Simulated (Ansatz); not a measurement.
# C (Fd-3m, 2 atoms in the cell) under biaxial strain in the (111) plane

Aim: how do the optical modes of C (Fd-3m, 2 atoms in the cell) shift and split under this strain?

Calculated with Ansatz 0.2.0; DFT LDA, scalar-relativistic, plane waves, PAW; PAW set soft_1.

### Step 1. The structure

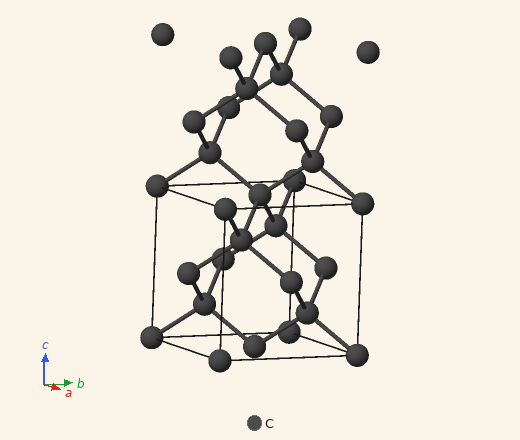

Start, viewed slightly off an axis; carbon dark grey. 1×1×2 cells are drawn. This picture shows the conventional cell, with its axes. Bonds to atoms that aren't drawn are left out. Some periodic images of atoms are drawn too.

### Step 2. A rough relaxation first

A rough relaxation comes first, because large forces or stress need no tight tolerances yet.

Input file input.yaml:

```yaml
crystal:
  lattice:
    - [0.0, 1.78337, 1.78337]
    - [1.78337, 0.0, 1.78337]
    - [1.78337, 1.78337, 0.0]
  atoms:
    - { symbol: C, position: [0.5, 0.5, 0.5] }
    - { symbol: C, position: [0.75, 0.75, 0.75] }
kpoints:
  mp_grid: { grid: [10, 10, 10] }
hamiltonian:
  xc: lda
  pseudopotentials: { kind: paw, azcp: { folder: soft_1 }, xc_functional: pbe }
scf:
  occupations: { method: gaussian, width: 0.1 }
output:
  forces: true
  stress: true
  eigenvalues: true
relax:
  adjacent_minimum: "off"
  f_tol: 0.05
  max_steps: 80
  cell: { stress_tol: 0.5 }
```

Run with:

```
$ ansatz run input.yaml --threads 4 --pin off --max-ram 10240MiB --backend cpu --events-out ev --progress --plain --runs-dir out
```

Numbers of over 12 decimals in the logs are rounded to 6 here.

The log of the run:

```text
The last accepted step is kept in <dir> (removed where the run ends without a failure and the disk answers)
Engine: ansatz 0.2.0, aarch64-unknown-linux-gnu
Pseudopotentials: kind: paw
Pseudopotential: C, paw, valence charge 4, recommended cutoff 420 eV (normal), soft_1/C.paw.azcp
Functional definition: SPW92
  exchange = slater_x
  correlation = pw_c
Crystal: 2 atoms, lattice volume = 11.344 Å³
[...]
--- Relaxed structure (3 steps of the walk, 3 accepted, 1 SCFs on fresh bases) ---
  F+E_penalty+E_count = -485.99037661 eV   max|allowed force component| = 3.701e-17 eV/Å   (the final SCF, on the basis selected at the relaxed cell)
  cell:  # Å, volume = 11.0108 Å³
    - [0, 1.765749, 1.765749]
    - [1.765749, 0, 1.765749]
    - [1.765749, 1.765749, 0]
  atoms:
    - { symbol: C, position: [0.5, 0.5, 0.5] }
    - { symbol: C, position: [0.75, 0.75, 0.75] }
[key lines of the parts left out:]
SCF converged after 7 iterations
Free energy (F): -485.990377 eV
Fermi energy:    15.743074 eV
P = ⅓ Tr σ = -0.0150 GPa (-0.150 kbar)
```

It took 1.1 s on 4 threads of Arm Neoverse N1, shared host; peak memory 0.23 GiB; 3.2 s of CPU time.

Relaxation path:

| step | energy less that of the first step (eV) | largest force component (eV/Å) | pressure (GPa) | volume (Å³) |
| --- | --- | --- | --- | --- |
| 1 | 0.0000 | 0.0000 | -13.21 | 11.34 |
| 2 | -0.0128 | 0.0000 | -5.19 | 11.14 |
| 3 | -0.0155 | 0.0000 | 0.20 | 11.01 |
| 4* | -0.0141 | 0.0000 | -0.01 | 11.01 |

Relaxation steps marked * repeat the geometry before them on a plane-wave basis chosen anew for their cell, so energy and pressure can jump there.

The run keeps the 48 symmetry operations that it works with, so distortions that break them were not tested.

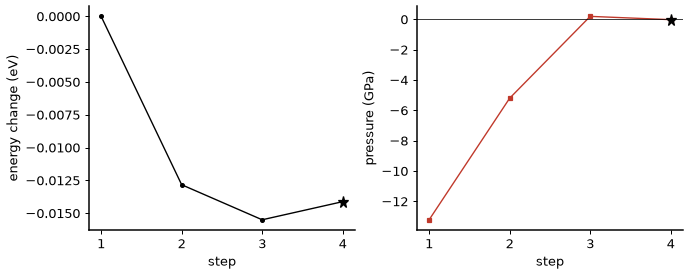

Energy and pressure along the relaxation. Stars mark steps on a basis chosen anew.

| conventional cell, symmetrised | before | after | change |
| --- | --- | --- | --- |
| a (Å) | 3.567 | 3.531 | -1.0 % |
| b (Å) | 3.567 | 3.531 | -1.0 % |
| c (Å) | 3.567 | 3.531 | -1.0 % |
| volume (Å³/atom) | 5.67 | 5.51 | -2.9 % |

Final coordinates:

```
C
1.0
     0.00000    1.76575    1.76575
     1.76575    0.00000    1.76575
     1.76575    1.76575    0.00000
C
2
Direct
  0.50000 0.50000 0.50000
  0.75000 0.75000 0.75000
```

Numbers from this step:

```
pressure          : -0.01498 GPa
gap on the k-mesh : 4.211 eV
volume per atom   : 5.505 Å³
```

In this step the volume went from 5.67 to 5.51 Å³/atom.

### Step 3. Relaxation

The cell and atoms are relaxed, since residual forces and stress would shift the frequencies.

Input file input.yaml:

```yaml
crystal:
  lattice:
    - [0.0, 1.7657494264, 1.7657494264]
    - [1.7657494264, 0.0, 1.7657494264]
    - [1.7657494264, 1.7657494264, 0.0]
  atoms:
    - { symbol: C, position: [0.5, 0.5, 0.5] }
    - { symbol: C, position: [0.75, 0.75, 0.75] }
kpoints:
  mp_grid: { grid: [12, 12, 12] }
hamiltonian:
  xc: lda
  pseudopotentials: { kind: paw, azcp: { folder: soft_1 }, xc_functional: pbe }
scf:
  occupations: { method: gaussian, width: 0.02 }
output:
  forces: true
  stress: true
  eigenvalues: true
  write_density: true
  write_potential: true
  elf: true
  volumetric_format: npy
relax:
  adjacent_minimum: "off"
  f_tol: 0.005
  max_steps: 80
  cell: { stress_tol: 0.05 }
```

The log of the run:

```text
[...]
Crystal: 2 atoms, lattice volume = 11.011 Å³
Basis set: ecut = 420 eV, 181 PW (Γ)
Bands: 8, of which v1, the nominal top of the filled ones, is band 4 counted from 1 (3 counted from 0)
Symmetry: 48 space group operations
[...]
k-points: 72 of 1728
[...]
SCF iter   1: F=—  HF=-486.719976 eV  |F-HF|=—  |Δ(HF+E_count)|=         —  Δρ=1.47e-1  dr2=1.68e0  ethr=3.10e-3  ⟨swp⟩=4.8  Hψ=3712  notcnv=0
[...]
SCF iter   6: F=-485.990475 eV  HF=-485.990475 eV  |F-HF|=1.31e-12  |Δ(HF+E_count)|=   5.42e-9  Δρ=2.47e-7  dr2=1.64e-12  ethr=1.28e-10  ⟨swp⟩=4.9  Hψ=2583  notcnv=0
SCF 1 converged in 6 iterations: F = -485.990475 eV  dr2 = 1.64e-12
[...]
relax step   1: F+E_penalty+E_count = -485.99047453 eV  Δ(F+E_penalty+E_count) = +0.000e0 eV  max|allowed force component| = 1.156e-17 eV/Å  Δτ_max = 0.0000 Å  P = -0.021 GPa  Ω = 11.011 Å³  (6 SCF iters, accepted)
[...]
SCF iter   1: F=—  HF=-485.990475 eV  |F-HF|=—  |Δ(HF+E_count)|=         —  Δρ=2.57e-7  dr2=2.16e-12  ethr=1.77e-8  ⟨swp⟩=3.3  Hψ=5417  notcnv=0
eigensolver tolerance schedule: the retry pair's looser diagonalisation over-reported the residual by 654207.93 of it (diagonalisation noise at an unbounded share of the residual, at the tolerance the schedule requests for it); recorded, not acted on — ethr = c·dr2/N_el stays at c = 1.0e-1
[...]
SCF iter   6: F=-485.990475 eV  HF=-485.990475 eV  |F-HF|=5.68e-14  |Δ(HF+E_count)|=  1.71e-13  Δρ=2.15e-10  dr2=3.61e-18  ethr=1.00e-12  ⟨swp⟩=1.6  Hψ=1550  notcnv=0
SCF 2 converged in 6 iterations: F = -485.990475 eV  dr2 = 3.61e-18
relax step   2: F+E_penalty+E_count = -485.99047453 eV  Δ(F+E_penalty+E_count) = -1.137e-13 eV  max|allowed force component| = 1.850e-17 eV/Å  Δτ_max = 0.0000 Å  P = -0.021 GPa  Ω = 11.011 Å³  stress off target by 2.14e-2 GPa  SCF on the basis re-selected at this cell (its energy is not comparable with the rows above)  (6 SCF iters)
basis re-selected at this cell: Δ(F+E_penalty+E_count) = -1.137e-13 eV, ΔP = +0.000 GPa vs the last step (what re-selecting the basis moved, of the pressure what is left beyond the Pulay correction that the steps carried, after the strain that the cell walked since its last selection, with what the two solves' SCF thresholds leave and, on support functions, any second-order correction that the steps lacked; it is no  [...]
SCF converged after 6 iterations
Free energy (F): -485.990475 eV
[...]
Internal energy: -485.990475 eV  (E = F + TS)
E sigma→0 (E₀):  -485.990475 eV
Fermi energy:    15.738944 eV
[...]
--- Stress (GPa, compression-positive) ---
       -0.021434       0.000000      -0.000000
       -0.000000      -0.021434      -0.000000
       -0.000000       0.000000      -0.021434
  P = ⅓ Tr σ = -0.0214 GPa (-0.214 kbar)
--- Band table (eV; the first three rows and the last of 72) ---
[...]
--- Relaxed structure (1 steps of the walk, 1 accepted, 1 SCFs on fresh bases) ---
[...]
cell:  # Å, volume = 11.0108 Å³
    - [0.0, 1.7657494264, 1.7657494264]
    - [1.7657494264, 0.0, 1.7657494264]
    - [1.7657494264, 1.7657494264, 0.0]
  atoms:
    - { symbol: C, position: [0.500000, 0.500000, 0.500000] }
    - { symbol: C, position: [0.750000, 0.750000, 0.750000] }
```

Elapsed: 0.82 s, on 4 threads; peak memory 0.25 GiB; 2.4 s of CPU time.

Little changed from the start: no atom moved by 0.005 Å and no cell edge by 0.1 %.

Numbers from this step:

* pressure: -0.02143 GPa
* gap on the k-mesh: 4.202 eV

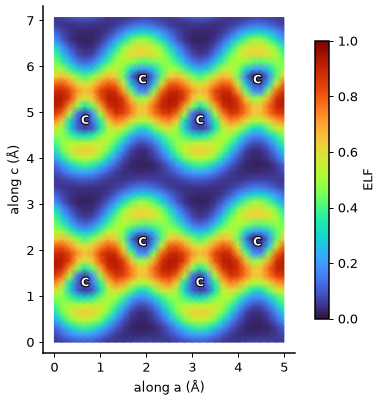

ELF in the ac plane of a cell with a along [110], b along [-110] and c along [001] of the cube at fractional y = 0.000, with atoms of C within 0.2 Å of it. It is the smooth field of the valence electrons, not physical close to the nuclei. The map starts off the cell's origin, so that atoms lie inside it.

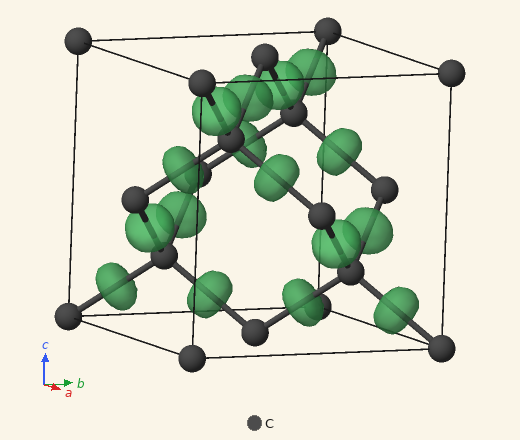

Surface of ELF = 0.85. Bonds to atoms that aren't drawn are left out.

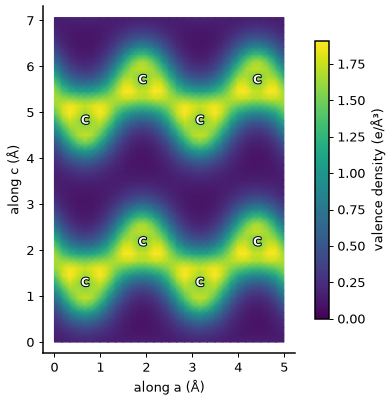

Valence density in the ac plane of a cell with a along [110], b along [-110] and c along [001] of the cube at fractional y = 0.000, with atoms of C within 0.2 Å of it. It is the smooth field of the valence electrons, not physical close to the nuclei. The map starts off the cell's origin, so that atoms lie inside it.

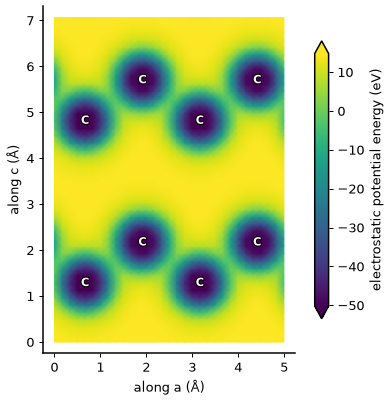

Electrostatic potential energy in the ac plane of a cell with a along [110], b along [-110] and c along [001] of the cube at fractional y = 0.000, with atoms of C within 0.2 Å of it. With pseudopotentials it is smooth inside the atoms' cores, unlike the true potential. The map starts off the cell's origin, so that atoms lie inside it.

In this step the volume went from 5.51 to 5.51 Å³/atom.

### Step 4. Tight relaxation

Phonons need small forces and stress, so the relaxation is finished with tight tolerances on 12×12×12 k points.

input.yaml, the sections that differ from step 3:

```yaml
scf:
  occupations: { method: fixed }
output:
  forces: true
  stress: true
  eigenvalues: true
relax:
  adjacent_minimum: "off"
  f_tol: 0.001
  max_steps: 60
  cell: { stress_tol: 0.01 }
# crystal, kpoints, hamiltonian: as in step 3
```

The log of the run:

```text
[...]
Crystal: 2 atoms, lattice volume = 11.011 Å³
Basis set: ecut = 420 eV, 181 PW (Γ)
Bands: 8, of which v1, the nominal top of the filled ones, is band 4 counted from 1 (3 counted from 0)
Symmetry: 48 space group operations
[...]
k-points: 72 of 1728
[...]
P = ⅓ Tr σ = -0.0086 GPa (-0.086 kbar)
--- Band table (eV; the first three rows and the last of 72) ---
[...]
--- Relaxed structure (2 steps of the walk, 2 accepted, 1 SCFs on fresh bases) ---
[...]
cell:  # Å, volume = 11.0105 Å³
    - [0, 1.765733, 1.765733]
    - [1.765733, 0, 1.765733]
    - [1.765733, 1.765733, 0]
  atoms:
    - { symbol: C, position: [0.500000, 0.500000, 0.500000] }
    - { symbol: C, position: [0.750000, 0.750000, 0.750000] }
[key lines of the parts left out:]
SCF converged after 4 iterations
Free energy (F): -485.990476 eV
Fermi energy:    13.638634 eV
```

Elapsed: 0.94 s, on 4 threads; peak memory 0.24 GiB.

Little changed from the start: no atom moved by 0.005 Å and no cell edge by 0.1 %.

Numbers from this step:

| Property | Result |
| --- | --- |
| pressure | -0.008565 GPa |

The forces vanish by symmetry and the pressure is -0.009 GPa, within the tolerances set. The cell now holds 5.51 Å³/atom.

### Step 5. Zone-centre response at rest

The modes at rest are the reference of the series, and the response to a field gives the dielectric tensor and the Born charges.

input.yaml, the sections that differ from step 4:

```yaml
crystal:
  lattice:
    - [0.0, 1.7657332856, 1.7657332856]
    - [1.7657332856, 0.0, 1.7657332856]
    - [1.7657332856, 1.7657332856, 0.0]
  atoms:
    - { symbol: C, position: [0.5, 0.5, 0.5] }
    - { symbol: C, position: [0.75, 0.75, 0.75] }
output:
  eigenvalues: true
phonons:
  method: dfpt
  dielectric: true
  rigid_motions: translations
# kpoints, hamiltonian, scf: as in step 4
# relax: removed
```

The log of the run:

```text
[...]
Crystal: 2 atoms, lattice volume = 11.010 Å³
Basis set: ecut = 420 eV, 181 PW (Γ), exchange–correlation on 40×40×40 points (8 copies of the dense FFT grid, shifted against one another)
Bands: 8, of which v1, the nominal top of the filled ones, is band 4 counted from 1 (3 counted from 0)
Symmetry: 48 space group operations
k-points: 280 of 1728 (irreducible under 4 space group operations, time reversal used)
[...]
SCF iter   1: F=—  HF=-486.720076 eV  |F-HF|=—  |Δ(HF+E_count)|=         —  Δρ=1.47e-1  dr2=1.69e0  ethr=3.10e-3  ⟨swp⟩=3.9  Hψ=12868  notcnv=0  defer=483
[...]
SCF iter   7: F=-485.990477 eV  HF=-485.990477 eV  |F-HF|=2.31e-11  |Δ(HF+E_count)|=  2.21e-10  Δρ=1.41e-6  dr2=5.92e-11  ethr=1.25e-12  ⟨swp⟩=7.0  Hψ=11684  notcnv=0
SCF 1 converged in 7 iterations: F = -485.990477 eV  dr2 = 5.92e-11
[...]
NSCF: frozen V_eff on 1 k-points
DFPT response loops at Γ: preconditioner auto → none (the input reference at scf.mixing.eps_inf says where Resta's filter doesn't serve); β = 0.50; Broyden in place of MSR1
── the response to a field inside a basis, on 12×12×12 k-points: an SCF that follows is theirs, and a resumed run solves both again ──
Bands: 5, of which v1, the nominal top of the filled ones, is band 4 counted from 1 (3 counted from 0)
k-points: 182 of 1728 (irreducible under 12 space group operations)
[...]
Eigensolver: Dense (182 Hₖ)
SCF iter   1: F=—  HF=-485.993576 eV  |F-HF|=—  |Δ(HF+E_count)|=         —  Δρ=5.69e-4  dr2=4.36e-6  ethr=1.00e-1
[...]
SCF iter   3: F=-485.993579 eV  HF=-485.993579 eV  |F-HF|=1.32e-9  |Δ(HF+E_count)|=   7.79e-7  Δρ=1.04e-5  dr2=1.57e-9  ethr=1.27e-8
SCF 1 converged in 3 iterations: F = -485.993579 eV  dr2 = 1.57e-9
[...]
SCF converged after 7 iterations
Free energy (F): -485.990477 eV
[...]
Internal energy: -485.990477 eV  (E = F + TS)
E sigma→0 (E₀):  -485.990477 eV
Fermi energy:    13.638635 eV
[...]
--- Band table (eV; the first three rows and the last of 280) ---
[...]
--- Phonons (Γ-DFPT): 1 representative perturbation + reference, on 280 of 1728 k-points (Σ response iterations 3) ---
  k mesh reduced under 4 symmetry operations, with k and −k counted as one. Each operation leaves every solved perturbation unchanged. A smaller set is not considered because the run solves the response to a homogeneous field
  ASR residual: 4.925e-4 → 0.000e0 eV/Å²; symmetrization residual: 1.290e-13 eV/Å²
  ASR residual per site (eV/Å²): 4.92e-4 4.92e-4
  Γ frequencies (cm⁻¹): 0.00 0.00 0.00 1322.60 1322.60 1322.60
  ε∞ (high-frequency dielectric tensor):
        5.763965    -0.000000    -0.000000
       -0.000000     5.763965     0.000000
       -0.000000     0.000000     5.763965
  ε⁰ (static dielectric tensor: ions relaxed, cell fixed):
        5.763965    -0.000000    -0.000000
       -0.000000     5.763965     0.000000
       -0.000000     0.000000     5.763965
  ε⁰ − ε∞ (ionic part):
        0.000000    -0.000000     0.000000
       -0.000000     0.000000    -0.000000
        0.000000    -0.000000     0.000000
  softest optical mode at Γ: 1322.60 cm⁻¹; the repairs (sum rule, projections) moved no ω² at Γ by more than (3.34 cm⁻¹)²
  Born effective charges Z* (e; rows j = field, columns β = displacement):
    site 0:
         0.00000    0.00000    0.00000
        -0.00000    0.00000   -0.00000
        -0.00000   -0.00000    0.00000
    site 1:
         0.00000   -0.00000   -0.00000
         0.00000   -0.00000    0.00000
         0.00000    0.00000   -0.00000
  Z* charge neutrality: 3.657e-4 e pre-enforcement
  solved inside a basis spanned on kpoints, on 12×12×12 k-points, its susceptibility summed on 18×18×18: ε∞ is read to err by 1.5e-2, Z* by 4.3e-3 e (field_mesh: kpoints solves on kpoints)
  optical modes at Γ without the LO–TO term, one row a degenerate level:
      ω (cm⁻¹)  modes    IR ((D/Å)²/amu)
       1322.60      3             0.0000
  optical modes at Γ + LO–TO along q̂ = [1.0000, 0.0000, 0.0000]:
      ω (cm⁻¹)  modes    IR ((D/Å)²/amu)
       1322.60      3             0.0000
  optical modes at Γ + LO–TO along q̂ = [0.0000, 1.0000, 0.0000]:
      ω (cm⁻¹)  modes    IR ((D/Å)²/amu)
       1322.60      3             0.0000
  optical modes at Γ + LO–TO along q̂ = [0.0000, 0.0000, 1.0000]:
      ω (cm⁻¹)  modes    IR ((D/Å)²/amu)
       1322.60      3             0.0000
```

Run time: 9.8 s. Hardware: 4 threads; peak memory 0.41 GiB.

Numbers from this step:

| Quantity | Value |
| --- | --- |
| sum-rule residual before enforcement | 4.92e-4 eV/Å² |
| miss of the charge sum rule | 3.66e-4 e |
| estimated error of the dielectric tensor | 0.01503 |
| estimated error of the Born charges | 0.004274 e |
| point group | m-3m |
| highest optical mode at the zone centre (no LO-TO term) | 1323 cm⁻¹ |
| lowest optical zone-centre mode | 1323 cm⁻¹ |
| mean high-frequency dielectric constant | 5.764 |
| largest Born charge (third of the trace) | 0 e |
| mean static dielectric constant | 5.764 |
| top of the zone-centre spectrum with the field | 1323 cm⁻¹ |

Patterns of degenerate modes are one choice out of their space. Modes at Γ:

| mode | frequency (cm⁻¹) | symmetry |
| --- | --- | --- |
| 1 | 0.0 | acoustic |
| 2 | 0.0 | acoustic |
| 3 | 0.0 | acoustic |
| 4 | 1322.6 | T2g |
| 5 | 1322.6 | T2g |
| 6 | 1322.6 | T2g |

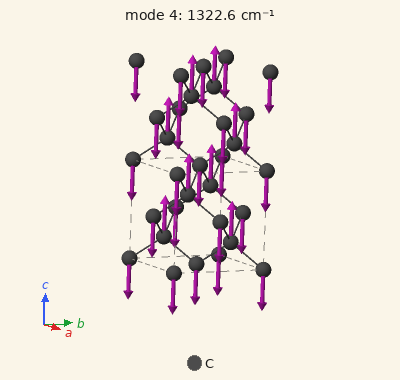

Displacement patterns of mode 4 at Γ; arrows are exaggerated. Bonds to atoms that aren't drawn are left out. 1×1×2 conventional cells are drawn. Some periodic images of atoms are drawn too.

Optical modes at the zone centre, without and with the macroscopic field of the longitudinal modes; each column is sorted by frequency, so a row need not hold one and the same mode. Modes with and without the field, by row:

| rank among optical modes | no field (cm⁻¹) | q along (1, 0, 0) (cm⁻¹) |
| --- | --- | --- |
| 1 | 1323 | 1323 |
| 2 | 1323 | 1323 |
| 3 | 1323 | 1323 |

The Born charge (rows field, columns displacement) vanishes on all sites.

High-frequency dielectric tensor:

```
5.76 0.00 0.00
0.00 5.76 0.00
0.00 0.00 5.76
```

Static dielectric tensor (ions relaxed, fixed cell):

```
5.76 0.00 0.00
0.00 5.76 0.00
0.00 0.00 5.76
```

Before it was imposed, the acoustic sum rule was missed by 4.9e-4 eV/Å² and the charge sum rule by 3.7e-4 e. Small misses are needed for a sound result but don't prove that mesh and cutoff are converged. The lowest optical mode is real, 1323 cm⁻¹.

### Step 6. Relaxation of a member: biaxial strain of +4 % in the (111) plane

The cell takes a biaxial strain of +4 % in the (111) plane. The strained lengths are held, while the rest of the cell and the atoms relax.

input.yaml, the sections that differ from step 5:

```yaml
crystal:
  lattice:
    - [-0.0508560061, 1.7855066109, 1.7855066109]
    - [1.7855066109, -0.0508560061, 1.7855066109]
    - [1.7855066109, 1.7855066109, -0.0508560061]
  atoms:
    - { symbol: C, position: [0.4997764945, 0.4997764945, 0.4997764945] }
    - { symbol: C, position: [0.7502235055, 0.7502235055, 0.7502235055] }
  conventional_axes: [[-1, 1, 0], [0, -1, 1], [1, 1, 1]]
output:
  forces: true
  stress: true
  eigenvalues: true
relax:
  adjacent_minimum: "off"
  f_tol: 0.001
  max_steps: 60
  cell: { stress_tol: 0.01, fix: [a, b, gamma] }
# kpoints, hamiltonian, scf: as in step 5
# phonons: removed
```

The log of the run:

```text
[...]
Crystal: 2 atoms, lattice volume = 11.871 Å³
Basis set: ecut = 420 eV, 253 PW (Γ)
Bands: 8, of which v1, the nominal top of the filled ones, is band 4 counted from 1 (3 counted from 0)
Symmetry: 12 space group operations
[...]
k-points: 189 of 1728
[...]
--- Band table (eV; the first three rows and the last of 189) ---
[...]
--- Relaxed structure (6 steps of the walk, 6 accepted, 2 SCFs on fresh bases) ---
[...]
cell:  # Å, volume = 11.8593 Å³
    - [-0.051994, 1.784369, 1.784369]
    - [1.784369, -0.051994, 1.784369]
    - [1.784369, 1.784369, -0.051994]
  atoms:
    - { symbol: C, position: [0.499746, 0.499746, 0.499746] }
    - { symbol: C, position: [0.750254, 0.750254, 0.750254] }
[key lines of the parts left out:]
SCF converged after 4 iterations
Free energy (F): -485.858597 eV
Fermi energy:    12.301769 eV
P = ⅓ Tr σ = -29.3801 GPa (-293.801 kbar)
```

Wall time 4.7 s (4 threads); peak memory 0.27 GiB.

Little changed from the start: no atom moved by 0.005 Å and no cell edge by 0.1 %.

Numbers from this step:

* pressure: -29.38 GPa
* gap on the k-mesh: 3.937 eV
* volume per atom: 5.930 Å³

The largest force component left is 0.25 meV/Å.

(Continued in part 2 of 2.)

[Logs are printed without paths, hosts, clocks, repeated set-up lines and the standing remarks that a program may print on its own settings, such as how far it seeks lower states.]

[Hosts, paths, dates, database ids (printed as entryN), source tags and the programs' standing remarks are cut or masked in the printed files.]
